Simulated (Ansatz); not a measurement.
A series of calculations on C$_{3}$H$_{5}$NS

### Relaxation

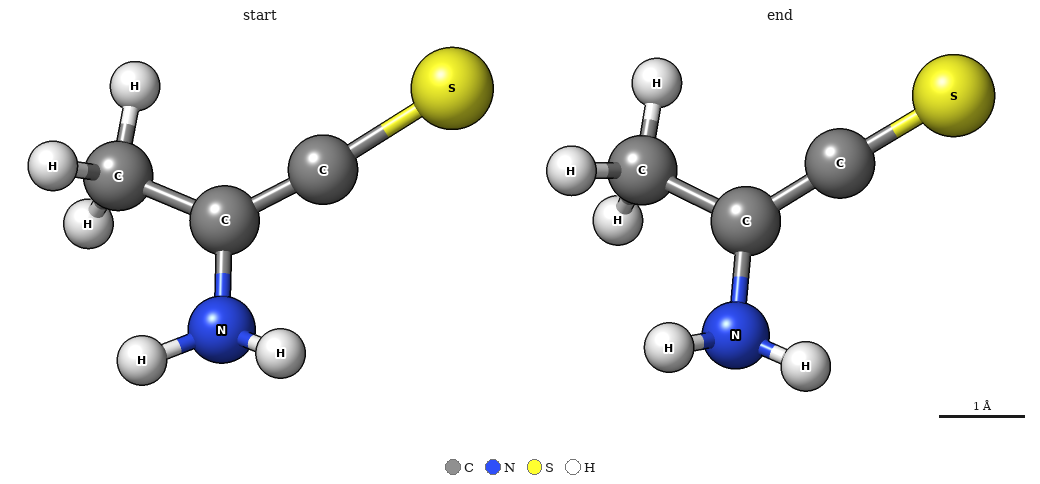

The structure of C$_{3}$H$_{5}$NS before (left) and after (right) a relaxation, at one scale.

The picture is a ball-and-stick view, seen at a tilt.

The run prepares an end point of a later path (inversion) calculation, from a guessed geometry.

Level of theory: RHF/def2-SVP (Ansatz).

Input file:
```yaml
crystal:
  periodic: [false, false, false]
  atoms:
    - { symbol: C, position_ang: [-1.01, -0.5797, 0.4758] }
    - { symbol: C, position_ang: [0.141, 0.0708, -0.195] }
    - { symbol: "N", position_ang: [1.359, -0.2473, 0.291] }
    - { symbol: C, position_ang: [0.14, 0.8701, -1.2367] }
    - { symbol: S, position_ang: [-0.0277, 1.9518, -2.6713] }
    - { symbol: H, position_ang: [-1.1498, -0.1603, 1.4932] }
    - { symbol: H, position_ang: [-0.9459, -1.624, 0.4878] }
    - { symbol: H, position_ang: [-1.944, -0.2624, -0.0722] }
    - { symbol: H, position_ang: [2.1263, 0.4416, 0.1194] }
    - { symbol: H, position_ang: [1.3942, -0.5119, 1.3109] }
basis:
  gaussian: { orbitals: def2-SVP }
hamiltonian:
  xc: hf
relax:
  f_tol: 0.015
  max_steps: 40
```

Launched with:
```bash
ansatz run input.yaml --threads 1 --pin off --max-ram 2048MiB --backend cpu --events-out ev --progress --plain --runs-dir out
```

Q: Summarise the run.

A: The atom that moves furthest after the best rigid fit is H10 (0.38 Å). Largest moves by element: H 0.38 Å, S 0.23 Å, N 0.11 Å, C 0.09 Å. Among the contacts that change: C4–S5 1.805 → 1.565 Å, C2–N3 1.349 → 1.409 Å, N3–H10 1.054 → 1.005 Å, C1–H7 1.046 → 1.091 Å. Bond angles that change, for instance: N3–C2–C4 115.5° → 123.2°, C1–C2–C4 128.7° → 121.0°, H6–C1–H8 103.6° → 108.2°. Groups turn about C2–N3 by about 25°. Over 8 accepted moves (9 points after the start) the energy falls by 33.5 kcal/mol. Largest force component: 5 eV/Å at the start, 0.0092 eV/Å at the end. The line search rejected the trial step at point 4 of the run. Cost: 25 s on 1 thread of Arm Neoverse V1 (shared host), peak memory 0.19 GiB.

### Relaxation

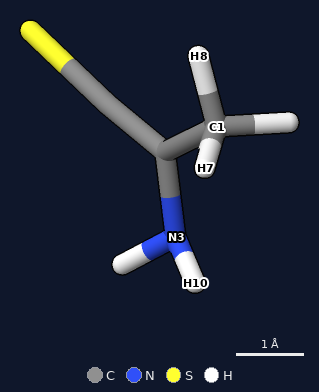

Starting structure of C3H5NS. A stick model, seen from a free direction.

The run prepares an end point of a later path (inversion) calculation, from a guessed geometry.

Theory: Ansatz, RHF/def2-SVP.

Input
```yaml
crystal:
  periodic: [false, false, false]
  atoms:
    - { symbol: C, position_ang: [-1.01, -0.5797, 0.4758] }
    - { symbol: C, position_ang: [0.141, 0.0708, -0.195] }
    - { symbol: "N", position_ang: [1.359, -0.2473, 0.291] }
    - { symbol: C, position_ang: [0.14, 0.8701, -1.2367] }
    - { symbol: S, position_ang: [-0.0277, 1.9518, -2.6713] }
    - { symbol: H, position_ang: [-1.1498, -0.1603, 1.4932] }
    - { symbol: H, position_ang: [-0.9459, -1.624, 0.4878] }
    - { symbol: H, position_ang: [-1.944, -0.2624, -0.0722] }
    - { symbol: H, position_ang: [2.16174, -0.17812, -0.37504] }
    - { symbol: H, position_ang: [1.43236, -1.17917, 0.77852] }
basis:
  gaussian: { orbitals: def2-SVP }
hamiltonian:
  xc: hf
relax:
  f_tol: 0.015
  max_steps: 40
output:
  orbitals: {}
```

Run as
```bash
ansatz run input.yaml --threads 1 --pin off --max-ram 2048MiB --backend cpu --events-out ev --progress --plain --runs-dir out
```

Question: What does the optimiser find from here?

Answer: The atom that moves furthest after the best rigid fit is H9 (0.34 Å). By element the largest moves are H 0.34 Å, S 0.24 Å, C 0.12 Å, N 0.09 Å. Some distances before and after: C4–S5 1.805 → 1.565 Å, C2–N3 1.349 → 1.409 Å, N3–H10 1.054 → 1.005 Å, C1–H7 1.046 → 1.093 Å. Among the angles between lasting bonds that change: N3–C2–C4 115.5° → 123.3°, C1–C2–C4 128.7° → 121.0°, H6–C1–H8 103.6° → 109.2°. Groups turn about C2–N3 by about 25°. After 9 geometry steps the energy has fallen by 142.6 kJ/mol. Largest force component: 5 eV/Å at the start, 0.011 eV/Å at the end.

The structure at the end:

```xyz
10

C    -1.0579   -0.4946    0.4463
C     0.1717    0.0314   -0.2460
N     1.4003   -0.2951    0.3605
C     0.0737    0.7956   -1.3032
S    -0.0492    1.7528   -2.5350
H    -1.0741   -0.1391    1.4777
H    -1.0408   -1.5876    0.4659
H    -1.9693   -0.1770   -0.0552
H     2.1983    0.0606   -0.1298
H     1.5039   -1.2853    0.4947
```

The end point in the same view:

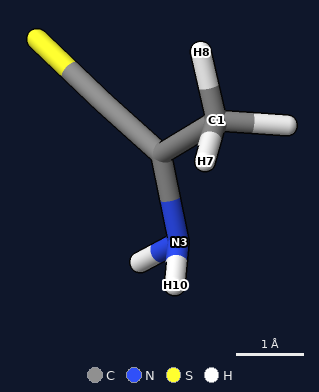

### Path

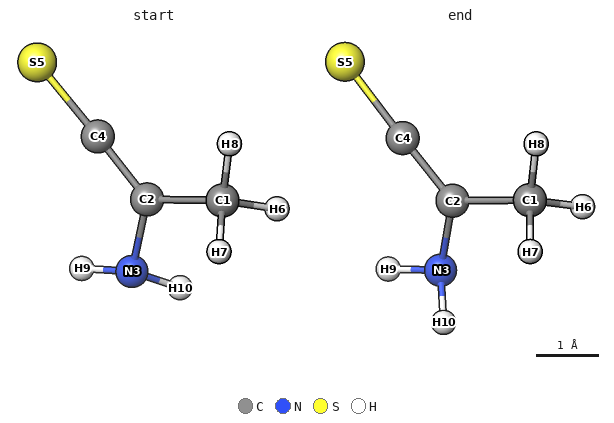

The two relaxed end points of a path for C3H5NS. A ball-and-stick model, seen from a free direction.

The calculation used RHF/def2-SVP in Ansatz.

Input file:
```yaml
crystal:
  periodic: [false, false, false]
  atoms:
    - { symbol: C, position_ang: [-1.05296, -0.542227, 0.41239] }
    - { symbol: C, position_ang: [0.168745, 0.103882, -0.185352] }
    - { symbol: "N", position_ang: [1.400441, -0.273965, 0.384821] }
    - { symbol: C, position_ang: [0.070893, 0.910428, -1.210557] }
    - { symbol: S, position_ang: [-0.044713, 1.832192, -2.469773] }
    - { symbol: H, position_ang: [-1.14209, -0.274381, 1.468607] }
    - { symbol: H, position_ang: [-0.959338, -1.627316, 0.34681] }
    - { symbol: H, position_ang: [-1.96324, -0.230668, -0.094575] }
    - { symbol: H, position_ang: [2.190838, 0.182156, -0.02867] }
    - { symbol: H, position_ang: [1.414525, -0.131402, 1.379198] }
basis:
  gaussian: { orbitals: def2-SVP }
hamiltonian:
  xc: hf
neb:
  order_check: false
  images: 5
  f_tol: 0.03
  max_iterations: 60
  initial_path: idpp
  final_atoms:
    - { symbol: C, position_ang: [-1.06224961, -0.49124002, 0.44891226] }
    - { symbol: C, position_ang: [0.1558843, 0.17427637, -0.1349782] }
    - { symbol: "N", position_ang: [1.33852523, 0.05314111, 0.62037633] }
    - { symbol: C, position_ang: [0.07799118, 0.87004402, -1.23996938] }
    - { symbol: S, position_ang: [-0.03046456, 1.7455897, -2.53238317] }
    - { symbol: H, position_ang: [-1.24701532, -0.09728879, 1.44945668] }
    - { symbol: H, position_ang: [-0.89812222, -1.56880646, 0.53502224] }
    - { symbol: H, position_ang: [-1.94388769, -0.32907355, -0.16706532] }
    - { symbol: H, position_ang: [2.13199916, 0.49747483, 0.19992989] }
    - { symbol: H, position_ang: [1.56044054, -0.90541821, 0.82359767] }
```

Command:
```bash
ansatz run input.yaml --threads 1 --pin off --max-ram 2048MiB --backend cpu --events-out ev --progress --plain --runs-dir out
```

> Predict the minimum-energy path and its barrier.

The two ends have the same energy, and the highest point, image 3, lies 0.123 eV above the start. The motion is an umbrella inversion at N3. No bond forms or breaks between the ends. Bond angles that change up to the highest image, for instance: H9–N3–H10 109.4° → 118.5°, C2–N3–H9 113.6° → 121.6°. The band converged in 6 iterations, with a climbing image at the top. At the top, the vibrational analysis gives one imaginary mode (590i cm⁻¹), as a transition state must have.

Energies of the converged images:

```json
{"image": "0", "path (Å)": "0.00", "E (eV)": "0.000"}
{"image": "1", "path (Å)": "0.25", "E (eV)": "0.008"}
{"image": "2", "path (Å)": "0.51", "E (eV)": "0.041"}
{"image": "3", "path (Å)": "0.76", "E (eV)": "0.123"}
{"image": "4", "path (Å)": "1.02", "E (eV)": "0.041"}
{"image": "5", "path (Å)": "1.27", "E (eV)": "0.008"}
{"image": "6", "path (Å)": "1.53", "E (eV)": "0.000"}
```

The geometry at the top of the path:

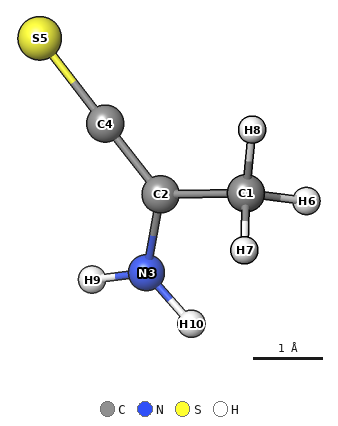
